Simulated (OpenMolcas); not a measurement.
## GaH3: a line through the functionals

GaH3 has 4 atoms, charge 0, and is taken as a singlet. As SMILES, `[GaH3]`. The shape is that of a PBE0-D4/def2-TZVP optimisation.

The vertical energy of the triplet above the singlet y, in eV, basis def2-TZVPPD; a is the functional's share of exact exchange. Programs: OpenMolcas 26.06.

| functional | program | a | y (eV) |
| --- | --- | --- | --- |
| revPBE | OpenMolcas | 0 | 4.59 |
| r2SCAN | OpenMolcas | 0 | 4.58 |
| B3LYP | OpenMolcas | 0.2 | 4.85 |
| PBE0 | OpenMolcas | 0.25 | ? |
| BHLYP | OpenMolcas | 0.5 | 5.10 |

Question: Fit y = c + s·a to the known rows and predict PBE0.

Answer: 
1. Means of the 4 rows: a = 0.1750, y = 4.780.
2. Σ(Δa)² = 0.1675, Σ(Δa·Δy) = 0.174, so the slope is 0.174/0.1675 = 1.0388.
3. Intercept: 4.780 − (1.0388) × 0.1750 = 4.598. The largest residual of the fit is 0.044.
4. PBE0: 4.598 + (1.0388) × 0.25 = 4.86 eV.

The run gave 4.78 eV, so the prediction is off by +0.08 eV, more than the scatter of the fit.

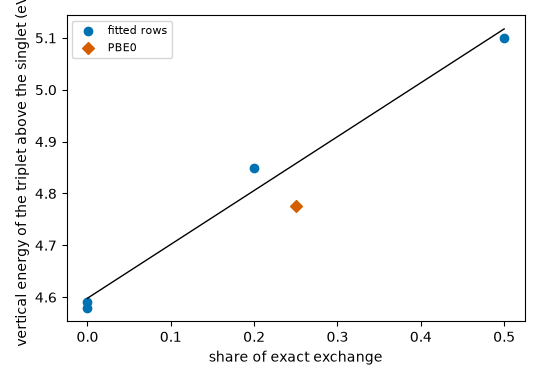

The fitted line, with the withheld row.
